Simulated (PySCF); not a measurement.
# SiH2OF (SMILES O[SiH]F): UPBE0/STO-3G

What is the energy change on altering one bond length of SiH2OF at UPBE0/STO-3G? Input form: a Python script.

The calculation is run with PySCF 2.14.0.

12 further runs of the same task are left out: 1 that didn't finish, 11 set aside as unsound or not needed.

### 1 The structure to begin with

SiH2OF has 5 atoms, charge 0, and is taken as a doublet. As SMILES, `O[SiH]F`. The shape is that of a PBE0-D4/def2-TZVP optimisation. This is one conformer, not always the lowest.

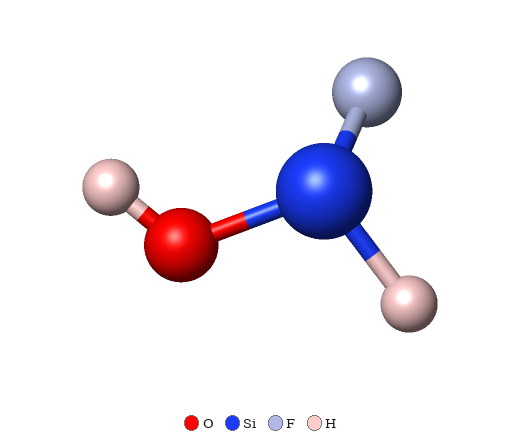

The structure, seen from a chosen angle (oxygen red, silicon blue, fluorine light blue, hydrogen pink).

### 2 The energy at UPBE0/STO-3G

run.py

```python
# O[SiH]F
from pyscf import gto, dft

molecule = gto.M(
    atom=[
    ('O', (-0.615200, -0.884600, -0.276300)),
    ('Si', (0.283900, 0.245700, 0.493100)),
    ('F', (0.207000, 1.646500, -0.283100)),
    ('H', (-1.564500, -0.765100, -0.338000)),
    ('H', (1.688800, -0.242600, 0.404400)),
],
    charge=0,
    max_memory=1860,
    spin=1,
    verbose=3,
    basis='sto-3g',
)

mf = dft.UKS(molecule, xc='pbe0')
mf.conv_tol = 1e-10
mf.grids.level = 5
mf.kernel()
if not mf.converged:
    mf = mf.newton().run(mf.mo_coeff, mf.mo_occ)

e_tot = mf.e_tot
print(f'total energy: {e_tot:.8f} hartree')
```

Command:

```bash
$ OMP_NUM_THREADS=1 python run.py
```

The program printed:

```text
WARN: HOMO -0.140828868331387 >= LUMO -0.14082886833139

converged SCF energy = -459.58598865624  <S^2> = 0.75168314  2S+1 = 2.0016824
total energy: -459.58598866 hartree
```

Run time: 5.4 s. Hardware: 1 thread of Arm Neoverse V1, shared host; peak memory 0.21 GiB.

### 3 The distorted shape at the same level

start.xyz

```xyz
5
FH2OSi
O     -1.317674    -0.640442    -0.231948
Si    -0.418574     0.489858     0.537452
F     -0.495474     1.890658    -0.238748
H     -2.266974    -0.520942    -0.293648
H      1.688800    -0.242600     0.404400
```

calc.py

```python
from pyscf import gto, dft

system = gto.Mole()
system.atom = 'start.xyz'
system.max_memory = 1860
system.basis = 'sto-3g'
system.spin = 1
system.verbose = 3
system.build()

ks = dft.UKS(system, xc='pbe0')
ks.conv_tol = 1e-10
ks.grids.level = 5
ks.kernel()
if not ks.converged:
    ks = ks.newton().run(ks.mo_coeff, ks.mo_occ)

etot = ks.e_tot
print(f'total energy: {etot:.8f} hartree')
```

Command:

```bash
$ OMP_NUM_THREADS=1 python calc.py
```

The program printed:

```text
converged SCF energy = -459.497674541367  <S^2> = 0.80886476  2S+1 = 2.0580231
total energy: -459.49767454 hartree
```

It took 6.3 s on 1 thread of Arm Neoverse V1, shared host; peak memory 0.21 GiB.

### 4 Outcome

At UPBE0/STO-3G:

| quantity | value |
| --- | --- |
| first shape: total energy | -459.58599 Eh |
| first shape: dipole moment | 1.40 D |
| first shape: HOMO energy (highest over α and β) | -1.98 eV |
| first shape: LUMO energy (lowest over α and β) | 1.83 eV |
| first shape: ⟨S²⟩ | 0.752 |
| distorted shape: total energy | -459.49767 Eh |
| distorted shape: dipole moment | 2.26 D |
| distorted shape: HOMO energy (highest over α and β) | -2.58 eV |
| distorted shape: LUMO energy (lowest over α and β) | 1.37 eV |
| distorted shape: ⟨S²⟩ | 0.809 |
| energy change with the Si2–H5 bond stretched from 1.490 to 2.235 Å | 2.403 eV |

What this shows: With the Si2–H5 bond stretched from 1.490 to 2.235 Å the energy rises by 2.40 eV (55 kcal/mol). The first shape isn't relaxed at this level, so the change isn't measured from a minimum. The minimal basis adds a large error of its own.
